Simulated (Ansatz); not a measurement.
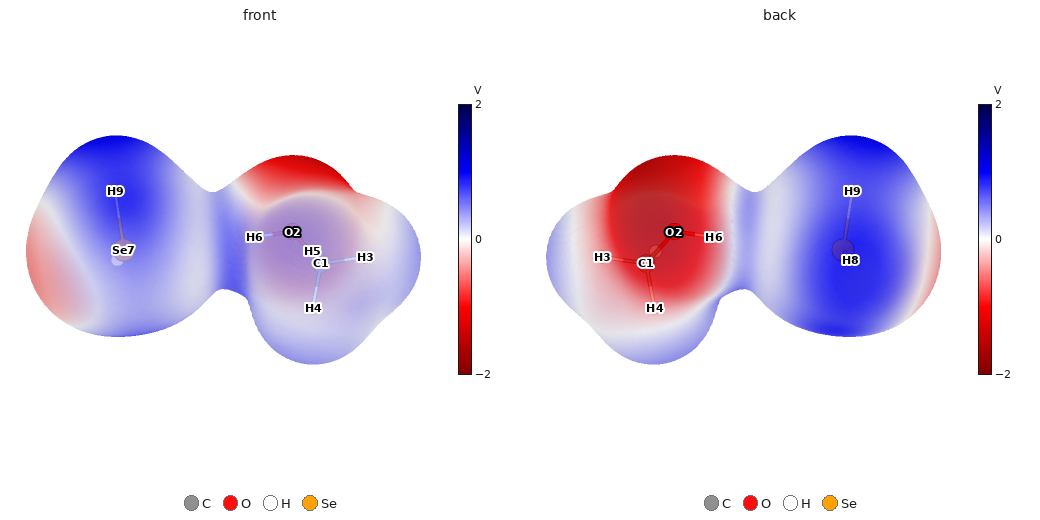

CH4O···H2Se. The electrostatic potential painted on the density surface at 0.001 e/bohr³, seen from the front and from behind; the colour scale runs from red (negative) to blue (positive).

Geometry: rigid move from PBE0-D4/def2-TZVP.

Method: Ansatz, RKS PBE0-D4/def2-TZVPPD.

The calculation's input:

```
crystal:
  periodic: [false, false, false]
  atoms:
    - {symbol: C, position_ang: [-0.275904, 0.331221, -1.644748]}
    - {symbol: O, position_ang: [-0.942284, -0.329515, -0.598371]}
    - {symbol: H, position_ang: [-0.898725, 0.242685, -2.536383]}
    - {symbol: H, position_ang: [0.701721, -0.115903, -1.868902]}
    - {symbol: H, position_ang: [-0.127633, 1.399801, -1.439946]}
    - {symbol: H, position_ang: [-0.398606, -0.255710, 0.195875]}
    - {symbol: Se, position_ang: [1.253386, -0.138945, 2.914640]}
    - {symbol: H, position_ang: [1.097132, -1.580757, 3.137487]}
    - {symbol: H, position_ang: [0.049168, 0.147011, 3.702459]}
basis:
  gaussian: {orbitals: "def2-TZVPPD.json"}
hamiltonian: {xc: pbe0, dispersion: d4}
output: {orbitals: {seedname: orbitals}}
```

Run with:

```sh
ansatz run in.yaml --threads 4 --pin off --events-out ev --progress --plain --max-ram 9574MiB
```

**Describe the electrostatic potential map.**

The most negative region (about −1.5 V) lies over O2, the most positive (about +1.1 V) over H8 and H9. O2 is the likeliest acceptor of a hydrogen bond.
